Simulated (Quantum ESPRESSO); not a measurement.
# Dipole at the next field: Y2NOS MXene, 1 layer

How the rows were computed: Quantum ESPRESSO 7.5, PBE, GBRV ultrasoft; sawtooth field along the normal with dipole correction, ions clamped, threshold 1e-9 Ry; cell area 10.833 Å².

```
field (V/Å)  dipole (e Å a cell)
          0              0.08197
        0.1              0.12238
        0.2              0.16293
```

To predict: What is the dipole at −0.2 V/Å, and what electrostatic thickness 4πα/A follows from the rows?

**Fit.** The slope is (0.16293 − (0.08197))/0.2 = 0.4048 e Å²/V, so 4πα/A = 180.95 × 0.4048/10.833 = 6.76 Å. Linear response gives p = 0.08197 + 0.4048 × (−0.2) = 0.00101 e Å; a parabola through the three rows gives 0.00157.

**The withheld run.** p = 0.00121 e Å. The line misses by 0.2 % of the induced dipole and the parabola by 0.4 %. The response is linear over this range.

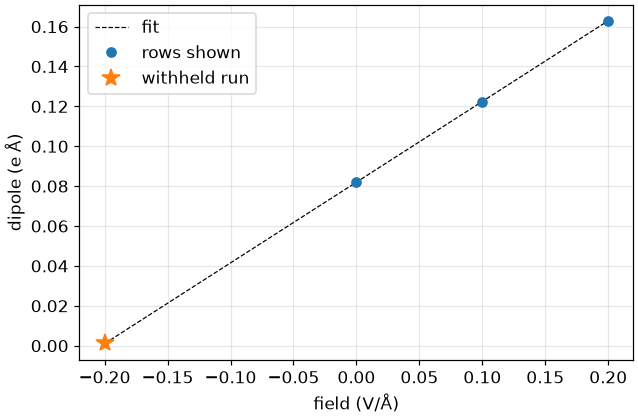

The rows shown, the fit and the withheld run.

**Limits.** Electrons alone respond; local and semilocal functionals tend to overscreen.

[Logs are printed without paths, hosts, clocks, repeated set-up lines and the standing remarks that a program may print on its own settings, such as how far it seeks lower states.]
